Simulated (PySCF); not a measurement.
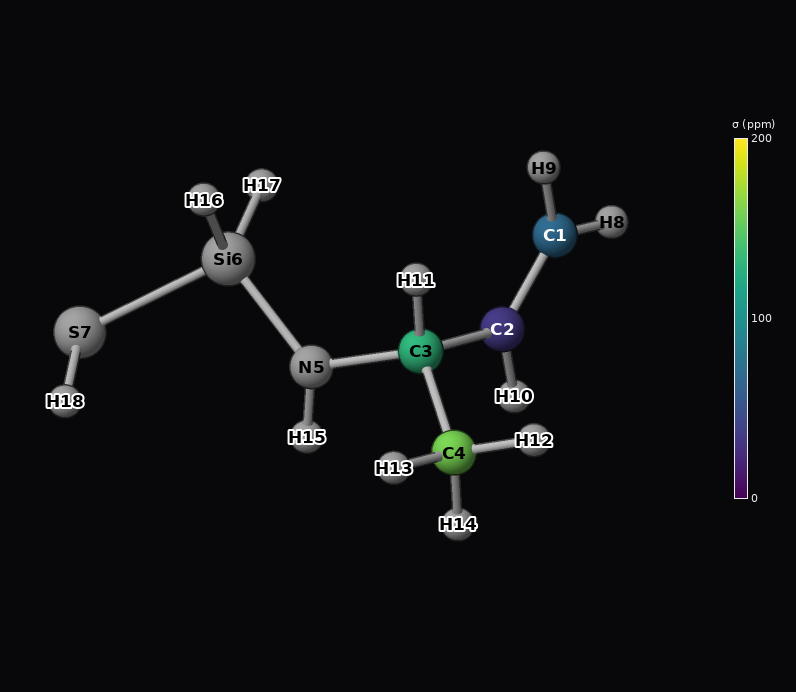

Atoms are coloured by their isotropic NMR shieldings (C only, the others grey). Computed geometry: GFN2-xTB optimisation. No frequency run is at hand to confirm it as a minimum. Level of theory: GIAO PBE0/pcSseg-1 NMR shielding, non-relativistic, gas phase (PySCF 2.14.0).

List the isotropic NMR shieldings of the C atoms.

```csv
atom,σ (ppm)
C1,68.4
C2,34.1
C3,130.5
C4,159.3
```

The geometry is semi-empirical. Around Si such bond lengths and angles can be off by a tenth of an ångström or more and by several degrees, and values that hang on the shape move with them.
